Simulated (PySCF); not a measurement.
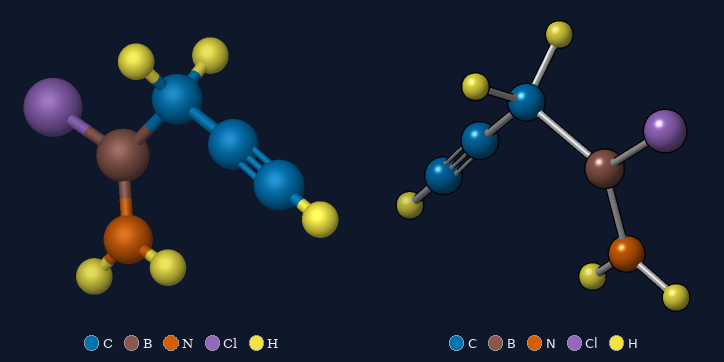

Both panels show the same species.

What is the molecular formula?

Answer. C₃H₅BClN, 11 atoms: 3 carbon, 5 hydrogen, 1 boron, 1 chlorine and 1 nitrogen.

Count the bonded pairs by element.

Answer. 3 C–H, 2 C–C, 2 N–H, 1 C–B, 1 B–N, 1 B–Cl.

Describe its rings.

Answer. It has no ring.

More results for the same structure follow; atom numbers are the same in all pictures, views and colours differ. The computed structure is the end point of a PBE0-D3(BJ)/def2-SVP optimisation. No frequency run is at hand to confirm it as a minimum.

**Geometry**

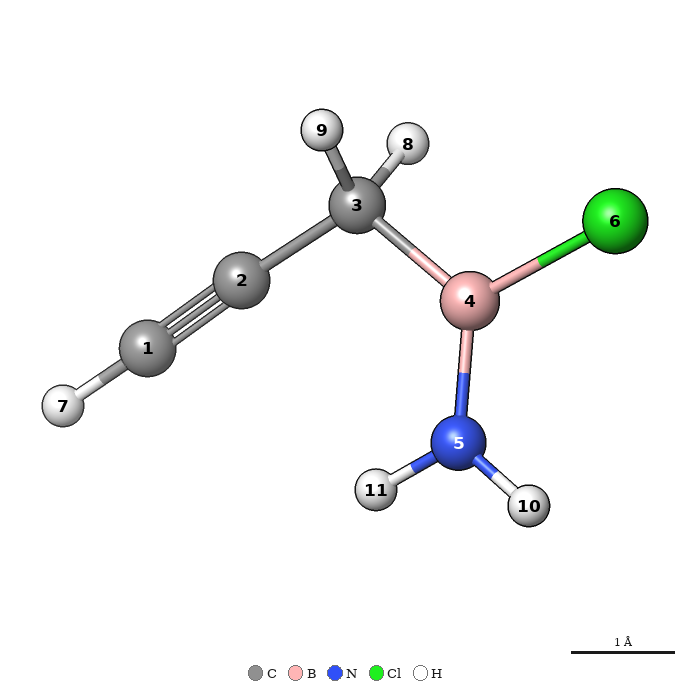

No frequency run is at hand to confirm it as a minimum.

Give these bond angles: C2–C1–H7, C1–C2–C3, C2–C3–B4, C2–C3–H8, C2–C3–H9, B4–C3–H8, B4–C3–H9, C3–B4–N5, C3–B4–Cl6, N5–B4–Cl6, B4–N5–H10, B4–N5–H11.

| angle | degrees |
| --- | --- |
| C2–C1–H7 | 178.3 |
| C1–C2–C3 | 177.2 |
| C2–C3–B4 | 113.6 |
| C2–C3–H8 | 110.5 |
| C2–C3–H9 | 110.6 |
| B4–C3–H8 | 108.1 |
| B4–C3–H9 | 108.4 |
| C3–B4–N5 | 122.3 |
| C3–B4–Cl6 | 118.1 |
| N5–B4–Cl6 | 119.6 |
| B4–N5–H10 | 123.7 |
| B4–N5–H11 | 120.6 |

**Dipole moment**

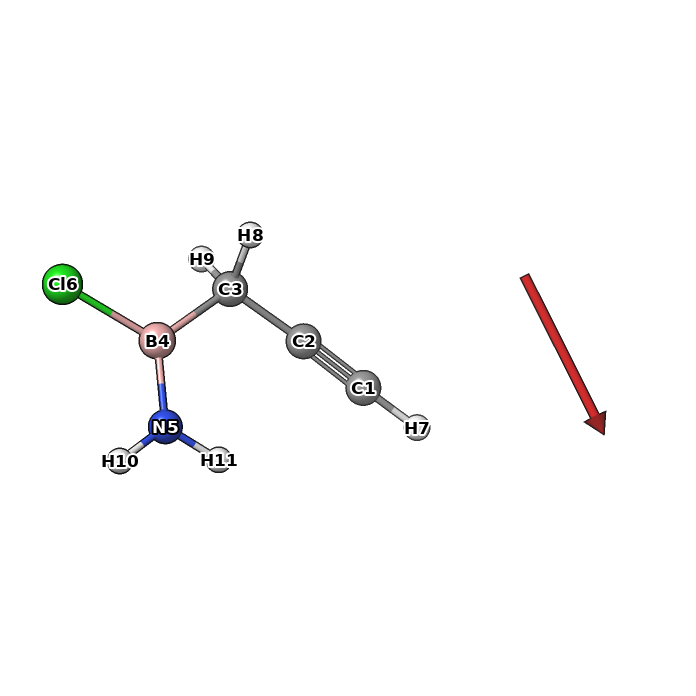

The arrow beside the molecule shows the direction of the dipole moment, from the negative to the positive end (its length means nothing). No frequency run is at hand to confirm it as a minimum. Method: B3LYP/6-31G*, gas phase (PySCF 2.14.0).

How large is the dipole moment?

Answer. 2.20 D; it points from the side of Cl6 to the side of H7 (the outermost atoms at the two ends).

**Spin–spin coupling**

No frequency run is at hand to confirm it as a minimum. Level of theory: B3LYP/6-31G* indirect spin-spin coupling, non-relativistic, gas phase (PySCF 2.14.0). Isotopes: 11B, 13C, 1H, 15N.

Give the spin–spin coupling constants of these pairs, with the number of bonds between them: C3/B4, B4/N5, N5/H11, N5/H10, C2/B4, C3/N5, B4/H9, B4/H11, C1/B4, C2/N5, N5/H9, N5/H8.

```tsv
pair	bonds apart	J (Hz)
C3, B4	1	75.2
B4, N5	1	−38.0
N5, H11	1	−83.8
N5, H10	1	−83.4
C2, B4	2	−4.9
C3, N5	2	−3.0
B4, H9	2	−7.6
B4, H11	2	4.9
C1, B4	3	4.5
C2, N5	3	−0.8
N5, H9	3	−1.1
N5, H8	3	−1.0
```

**Core levels**

No frequency run is at hand to confirm it as a minimum. Level of theory: delta-SCF UKS SCAN, pcX-2 on the ionised atom, pcseg-1 elsewhere, spin-free X2C (PySCF 2.14.0).

Give the core-electron binding energies (to vacuum; p and d levels without spin–orbit splitting) of C1 1s, C2 1s, C3 1s, B4 1s, N5 1s, Cl6 1s, Cl6 2p.

```
atom  level  binding energy (eV)
  C1     1s                290.2
  C2     1s                290.9
  C3     1s                291.2
  B4     1s                197.0
  N5     1s                405.6
 Cl6     1s               2828.5
 Cl6     2p                206.5
```

**Quadrupole coupling**

No frequency run is at hand to confirm it as a minimum. Electric field gradients from the ground-state density, B3LYP/6-31G* (PySCF 2.14.0), non-relativistic apart from any core potentials.

Give the largest field-gradient component, the quadrupole coupling constant and the asymmetry for 11B at B4 (Q = 40.59 mb), 14N at N5 (Q = 20.44 mb), 35Cl at Cl6 (Q = −81.7 mb).

```csv
atom,V_zz (a.u.),e²qQ/h (MHz),η
B4,0.279,2.66,0.79
N5,−0.614,−2.95,0.51
Cl6,2.062,−39.6,0.31
```
